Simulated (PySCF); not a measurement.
# C3H8NOSi2 (SMILES C=N[Si]1CC[SiH2]O1) (doublet): what the fields show

```yaml
atoms:
  - { symbol: C, position_ang: [3.3772, 0.6421, -0.3209] }
  - { symbol: N, position_ang: [2.1240, 0.9159, -0.5321] }
  - { symbol: Si, position_ang: [0.7143, 0.1078, -0.8035] }
  - { symbol: C, position_ang: [-0.9642, 0.9918, -0.7523] }
  - { symbol: C, position_ang: [-1.8764, 0.1673, 0.1702] }
  - { symbol: Si, position_ang: [-1.3077, -1.6599, 0.1126] }
  - { symbol: O, position_ang: [0.2369, -1.4134, -0.3998] }
  - { symbol: H, position_ang: [3.7530, -0.3320, -0.0378] }
  - { symbol: H, position_ang: [4.0805, 1.4557, -0.4037] }
  - { symbol: H, position_ang: [-1.3967, 1.0289, -1.7529] }
  - { symbol: H, position_ang: [-0.8742, 2.0214, -0.4127] }
  - { symbol: H, position_ang: [-2.9237, 0.3072, -0.0967] }
  - { symbol: H, position_ang: [-1.7690, 0.5354, 1.1933] }
  - { symbol: H, position_ang: [-1.9711, -2.4634, -0.9097] }
  - { symbol: H, position_ang: [-1.2073, -2.2967, 1.4186] }
```

Geometry: GFN2-xTB.

Method: UKS B3LYP, pcH-1 on C H N O Si, non-relativistic, mean-field spin-orbit, GIAO (PySCF 2.14.0, density-fitted response routines).

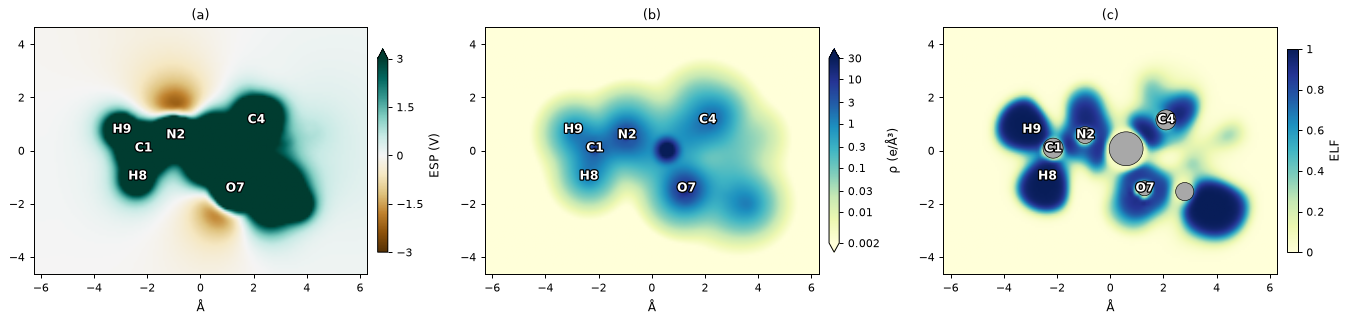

Figure 1. (a) electrostatic potential; (b) total electron density; (c) electron localisation function on the plane of atoms N2, C1 and H9. Grey discs cover the atomic cores in the ELF map.

> Read the bonding off the picture.

Atoms in the plane: C, N, O and H.
C–N (1.30 Å): ρ is about 2.1 e/Å³ halfway; the ELF peaks at about 0.90 between the atoms, as expected for a covalent bond.
C–H (1.08 Å): ρ at the midpoint is about 1.7 e/Å³; the ELF climbs to about 1 towards the hydrogen, as it does in any bond to H: an ordinary covalent bond to hydrogen.
The ELF also peaks beside O7 and N2, away from the bonds: non-bonding electrons, paired or unpaired.
Outside the dense part of the molecule the potential is most negative (−2.2 V) near N2.

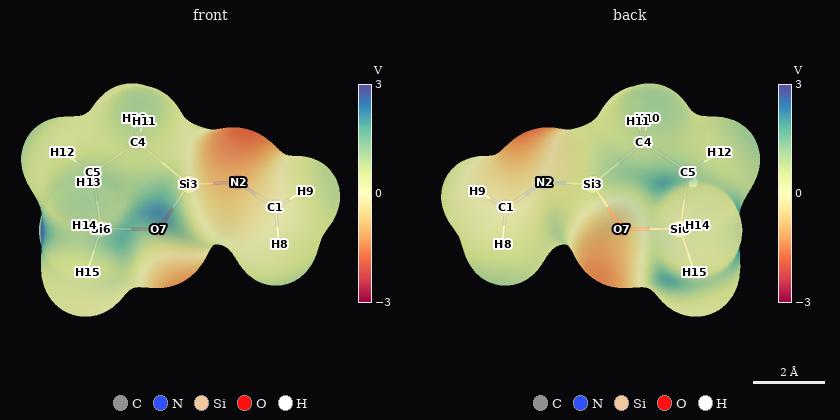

Figure 2. The electrostatic potential painted on the density surface at 0.004 e/bohr³, seen from the front and from behind; the colour scale runs from red (negative) to blue (positive).

> Which sites attract a positive test charge, and which a negative one?

A positive charge is drawn to the negative regions and a negative charge to the positive ones. The most negative region (about −1.8 V) lies over N2, the most positive (about +2.7 V) over Si6. N2 is the likeliest acceptor of a hydrogen bond.
